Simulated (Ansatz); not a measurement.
Given this structure:

```cif
data_structure
_symmetry_space_group_name_H-M 'F m -3 m'
_symmetry_Int_Tables_number 225
_cell_length_a 3.9200
_cell_length_b 3.9200
_cell_length_c 3.9200
_cell_angle_alpha 90.000
_cell_angle_beta 90.000
_cell_angle_gamma 90.000
_cell_volume 60.24
loop_
_atom_site_label
_atom_site_type_symbol
_atom_site_symmetry_multiplicity
_atom_site_Wyckoff_symbol
_atom_site_fract_x
_atom_site_fract_y
_atom_site_fract_z
_atom_site_occupancy
Pt1 Pt 4 a 0.00000 0.00000 0.00000 1
```

Characterise the structure given above.

The element is platinum. The lattice is face-centred cubic and the space group Fm-3m (No. 225). The structure is of the kind named face-centred cubic (Cu type). The cell holds four atoms. Each Pt atom is coordinated by twelve Pt in a cuboctahedral arrangement at 2.77 Å. The bonds build a three-dimensional framework.

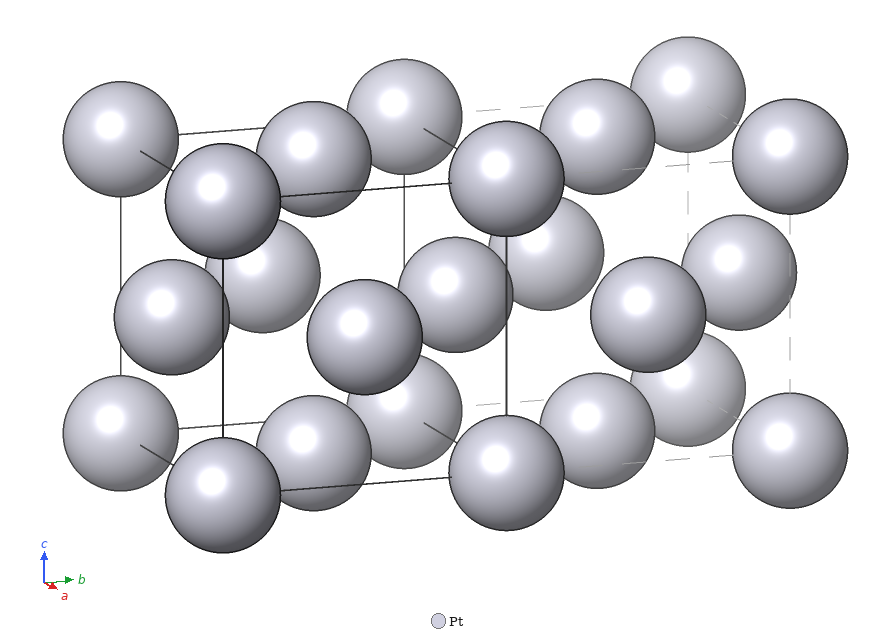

Shown here is a spheres-only view of the crystal, taken slightly off an axis. Shown are 1×2×1 repeats of the conventional unit cell, one of them outlined in solid lines.

The structure was taken from the standard structure of this element. Earlier steps of the study may have refined or changed the cell and positions. An electronic-structure calculation with Ansatz was run on it.

At this level of theory the cell isn't at rest (compressed, at 10 GPa), so its distances can differ from those at equilibrium, the more so the softer the solid.
